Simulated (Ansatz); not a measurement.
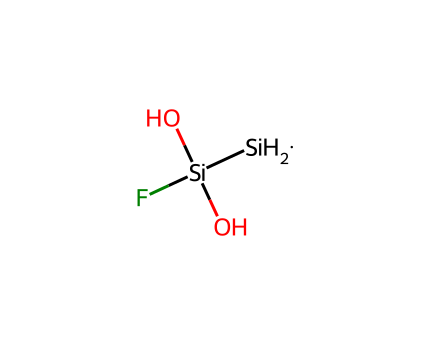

Structural formula above. The species is neutral and a spin doublet. Computed geometry: PBE0-D4/def2-TZVP optimisation. No frequency run is at hand to confirm it as a minimum.

What does the molecule look like in three dimensions?

The molecule is FH₄O₂Si₂. Its SMILES string is `O[Si](O)(F)[SiH2]`. It has no ring. Among its groups: Si–H bond, Si–O bond. The point group is C1. It is an open-shell species. Coordination, clear cases only: 2 O bent; 1 Si tetrahedral.

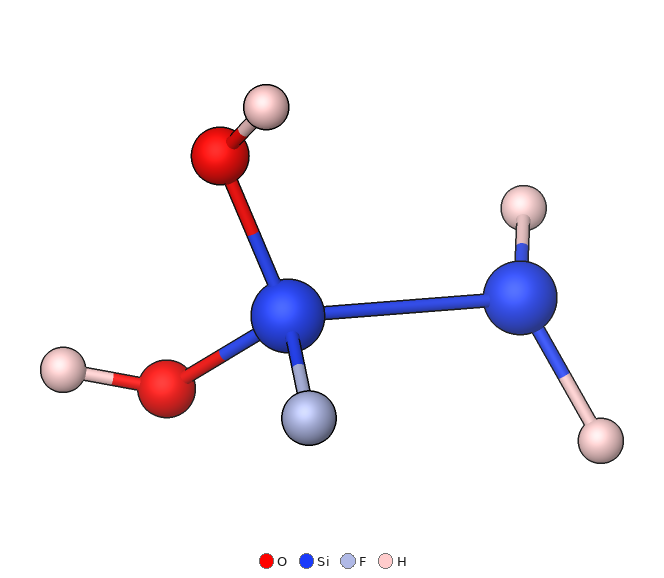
